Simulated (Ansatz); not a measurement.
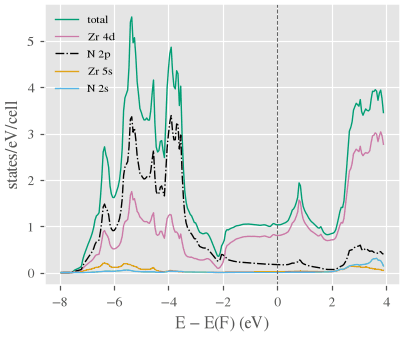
Figure. Total and projected density of states of ZrN (NiAs type, P6_3/mmc), DFT-PBEsol in the program Ansatz with PAW potentials

Question: Which orbitals carry the states next to the Fermi level?

Answer: Within 0.5 eV of the Fermi level: Zr 4d 78 %, N 2p 17 %. Projections are on Löwdin-orthogonalised atomic valence shells; empty p or d shells of many metals are not among them.

Question: Where is the tallest occupied peak in this window, and what makes it?

Answer: Near -5.3 eV, about 5.5 states/eV per cell; the largest projected share is N 2p.

The workflow started from a Materials Project entry (that database holds measured and hypothetical structures alike); the Crystallography Open Database copy checked does not list it. It is not the phase usual at ambient conditions (space group No. 225). The PBEsol relaxation kept the symmetry of its start; of distortions, only those at the zone centre were tested. The run is not spin-polarised. Scalar-relativistic: spin–orbit coupling is off unless named, which matters more the heavier the elements.

Potentials: the later of the program's two PAW sets.
